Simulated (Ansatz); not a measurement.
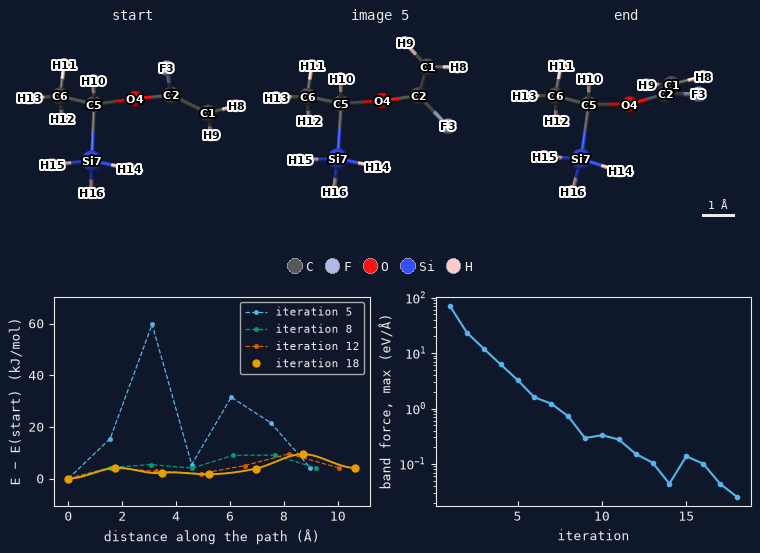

A search for the minimum-energy path of C₄H₉FOSi by the nudged elastic band. Images are numbered from 0 (start) to 6 (end). The plot follows the band through its iterations. A ball-and-stick model, seen at a tilt.

All numbers below come from RKS B3LYP-D4/6-31G (Ansatz 0.2.0). Run with 5 movable images; climbing image; force threshold 0.03 eV/Å; iteration limit 19; starting path through a guess of the saddle point.

Did the band converge, and can the barrier be trusted?

The run is converged, with reservations. The band converged in 18 iterations. The largest component of the band force went from 71 to 0.025 eV/Å. The climbing image converged on the top of the path. Its vibrational analysis gives one imaginary mode (51i cm⁻¹), as a transition state must have. The first iteration put the highest image at 2866.1 kJ/mol. The highest point, image 5, lies 9.4 kJ/mol above the start and 5.3 kJ/mol above the end; the end is at +4.1 kJ/mol relative to the start. The profile has 2 maxima (images 1, 5) with a dip at image 3 (+1.6 kJ/mol), so the process runs in steps.

The run took 23 min on 1 thread of Intel(R) Xeon(R) Processor @ 2.50GHz (Skylake/Cascade Lake) (shared host), peak memory 0.24 GiB.
